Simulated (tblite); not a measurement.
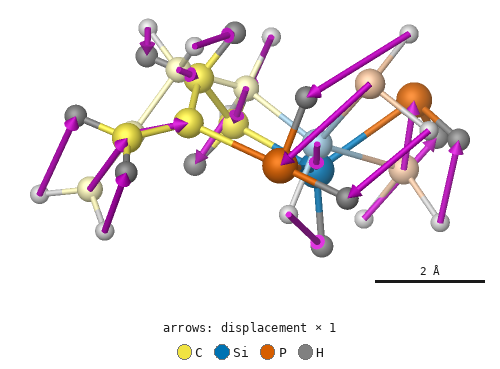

This is a relaxation of C4H11P2Si (multiplicity 2). The starting structure is drawn faded, the final one solid; purple arrows show the displacements, at their true length. The two geometries are superimposed by the best rigid fit.

The picture is a ball-and-stick view, seen at a tilt.

Theory: GFN2-xTB geometry optimisation, gas phase (tblite 0.8.0). 

> What did the optimiser do to the structure, and how much energy did it gain?

The largest move after the best rigid fit is that of an H atom, 2.41 Å. By element the largest moves are H 2.41 Å, P 2.25 Å, C 1.57 Å, Si 0.85 Å. Among the contacts that change: C–P 4.701 → 1.955 Å, H–P 1.402 → 1.512 Å, C–Si 1.847 → 1.912 Å, H–P 1.412 → 1.382 Å. New bonds form, among them: C–P (4.70 → 1.96 Å). Among the angles between lasting bonds that change: C–C–C 178.5° → 127.6°, C–Si–P 110.9° → 97.9°, C–C–Si 117.9° → 106.6°. Groups turn about C–Si by about 90°. After 218 geometry steps the energy has fallen by 1.246 eV.
